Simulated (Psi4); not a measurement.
**CH3BO (B(CO)H3): BP86/aug-cc-pVTZ (density fitting, sweep point 9)**

Aim: the vertical ionisation energy of CH3BO (B(CO)H3) at BP86/aug-cc-pVTZ (density fitting, sweep point 9), from 2 runs. Input form: a Python script.

The results are computed with Psi4 1.11.

### 1 The molecule

CH3BO: 6 atoms, total charge 0, spin state singlet. As SMILES, `[H]B([H])([H])<-[C-]#[O+]`. The coordinates come from a GFN2-xTB relaxation.

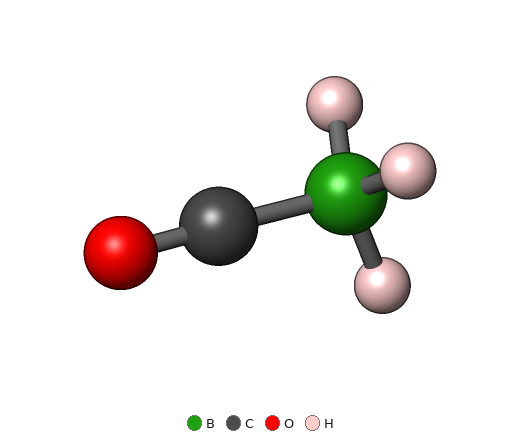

Viewed from a chosen angle; boron green, carbon dark grey, oxygen red, hydrogen pink.

### 2 The energy at BP86/aug-cc-pVTZ (density fitting, sweep point 9)

File job.py:

```python
import psi4

psi4.set_memory(1600000000)
psi4.set_num_threads(1)
psi4.core.set_output_file('output.dat', False)

geom = psi4.geometry("""
0 1
B     -0.013250     0.005270    -0.516110
C      0.011910     0.007900     0.957520
O      0.044170    -0.008430     2.099160
H      1.125420     0.004210    -0.852220
H     -0.589380     0.982500    -0.862300
H     -0.578870    -0.991440    -0.826050
symmetry c1
""")

psi4.set_options({
    'basis': 'aug-cc-pVTZ',
    'reference': 'rks',
    'puream': True,
    'scf_type': 'df',
    'dft_radial_points': 99,
    'dft_spherical_points': 590,
})

e = psi4.energy('bp86')
print('E =', round(e, 9))
```

Launch:

```bash
$ python job.py
```

output.dat:

```text
[...]
  Running in c1 symmetry.
[...]
  Nuclear repulsion =   57.076153612729442
[...]
  Multiplicity = 1
[...]
  Nalpha       = 11
  Nbeta        = 11
[...]
    Number of basis functions: 207
[...]
   @DF-RKS iter   1:  -139.69568543906934   -2.86491e-01   3.61627e-03 DIIS/ADIIS
[...]
   @DF-RKS iter   9:  -140.02029698438031   -3.55743e-08   3.37560e-07 DIIS
[...]
    Orbital Energies [Eh]
    ---------------------
    Doubly Occupied:
       1A    -18.895330     2A    -10.055561     3A     -6.472527
       4A     -1.093413     5A     -0.605088     6A     -0.505954
       7A     -0.458266     8A     -0.458192     9A     -0.367770
      10A     -0.311235    11A     -0.310797
[...]
  @DF-RKS Final Energy:  -140.02029698438031
   => Energetics <=
    Nuclear Repulsion Energy =             57.0761536127294420
    One-Electron Energy =                -301.4056592856135808
    Two-Electron Energy =                 123.4243396025518678
    DFT Exchange-Correlation Energy =     -19.1151309140480663
    Empirical Dispersion Energy =           0.0000000000000000
    VV10 Nonlocal Energy =                  0.0000000000000000
    Total Energy =                       -140.0202969843803089
[...]
 Multipole Moments:
 ------------------------------------------------------------------------------------
     Multipole            Electronic (a.u.)      Nuclear  (a.u.)        Total (a.u.)
 ------------------------------------------------------------------------------------
 L = 1.  Multiply by 2.5417464519 to convert [e a0] to [Debye]
 Dipole X            :          0.0619405           -0.0565855            0.0053549
 Dipole Y            :          0.0129475           -0.0100865            0.0028610
 Dipole Z            :          3.9108672           -3.5122344            0.3986328
 Magnitude           :                                                    0.3986790
[...]
```

On the terminal:

```text
E = -140.020296984
```

Run time: 78 s. Hardware: 1 thread of Intel Xeon at 2.50GHz (Skylake/Cascade Lake), shared host; peak memory 1.3 GiB.

### 3 The doublet cation

File ch3bo.py:

```python
import psi4

psi4.set_memory(1600000000)
psi4.set_num_threads(1)
psi4.set_output_file('ch3bo.out', False)

geom = psi4.geometry("""
1 2
B     -0.013250     0.005270    -0.516110
C      0.011910     0.007900     0.957520
O      0.044170    -0.008430     2.099160
H      1.125420     0.004210    -0.852220
H     -0.589380     0.982500    -0.862300
H     -0.578870    -0.991440    -0.826050
symmetry c1
""")

options = {'reference': 'uks', 'puream': True, 'scf_type': 'df', 'dft_radial_points': 99, 'dft_spherical_points': 590, 'maxiter': 150}
psi4.set_options(options)

e, wfn = psi4.energy('bp86/aug-cc-pVTZ', return_wfn=True)
print('E =', round(e, 9))
```

Launch:

```bash
$ python ch3bo.py
```

ch3bo.out:

```text
[...]
  Running in c1 symmetry.
[...]
  Nuclear repulsion =   57.076153612729442
[...]
  Multiplicity = 2
[...]
  Nalpha       = 11
  Nbeta        = 10
[...]
    Number of basis functions: 207
[...]
   @DF-UKS iter   1:  -139.34547725697124    6.37169e-02   2.94150e-03 DIIS/ADIIS
[...]
   @DF-UKS iter  19:  -139.57187637893026   -1.01547e-07   5.68393e-07 DIIS
[...]
   @S^2 Observed:                7.551549623E-01
[...]
    Orbital Energies [Eh]
    ---------------------
    Alpha Occupied:
       1A    -19.171987     2A    -10.322669     3A     -6.803245
       4A     -1.355002     5A     -0.899988     6A     -0.764575
       7A     -0.724390     8A     -0.712767     9A     -0.676620
      10A     -0.637719    11A     -0.604316
    Alpha Virtual:
      12A     -0.366751    13A     -0.354776    14A     -0.192480
      15A     -0.149771    16A     -0.140763    17A     -0.136194
      18A     -0.126647    19A     -0.124320    20A     -0.123207
      21A     -0.076985    22A     -0.073500    23A     -0.072425
      24A     -0.049805    25A     -0.036631    26A     -0.036290
[...]
  @DF-UKS Final Energy:  -139.57187637893026
   => Energetics <=
    Nuclear Repulsion Energy =             57.0761536127294420
    One-Electron Energy =                -295.1880921976753598
    Two-Electron Energy =                 117.3232374558026265
    DFT Exchange-Correlation Energy =     -18.7831752497869751
    Empirical Dispersion Energy =           0.0000000000000000
    VV10 Nonlocal Energy =                  0.0000000000000000
    Total Energy =                       -139.5718763789302557
[...]
 Multipole Moments:
 ------------------------------------------------------------------------------------
     Multipole            Electronic (a.u.)      Nuclear  (a.u.)        Total (a.u.)
 ------------------------------------------------------------------------------------
 L = 1.  Multiply by 2.5417464519 to convert [e a0] to [Debye]
 Dipole X            :         -0.0509541           -0.0565855           -0.1075396
 Dipole Y            :          0.1480047           -0.0100865            0.1379182
 Dipole Z            :          2.1363867           -3.5122344           -1.3758476
 Magnitude           :                                                    1.3869185
[...]
```

On the terminal:

```text
E = -139.571876379
```

It took 4 min on 1 thread of Intel Xeon at 2.50GHz (Skylake/Cascade Lake), shared host; peak memory 1.3 GiB.

### 4 Summary of results

Level: BP86/aug-cc-pVTZ (density fitting, sweep point 9).

| quantity | value |
| --- | --- |
| singlet CH3BO: total energy | -140.02030 Eh |
| singlet CH3BO: dipole moment | 1.01 D |
| singlet CH3BO: HOMO energy | -8.46 eV |
| singlet CH3BO: LUMO energy | -2.60 eV |
| singlet CH3BO: HOMO–LUMO gap | 5.86 eV |
| doublet cation: total energy | -139.57188 Eh |
| doublet cation: HOMO energy (highest over α and β) | -16.04 eV |
| doublet cation: LUMO energy (lowest over α and β) | -15.92 eV |
| doublet cation: ⟨S²⟩ | 0.755 |
| vertical ionisation energy (to the doublet cation) | 12.202 eV |

Removing an electron at fixed nuclei costs 12.20 eV (281 kcal/mol). The negative HOMO energy of the first species, 8.46 eV, lies 3.74 eV below that difference.
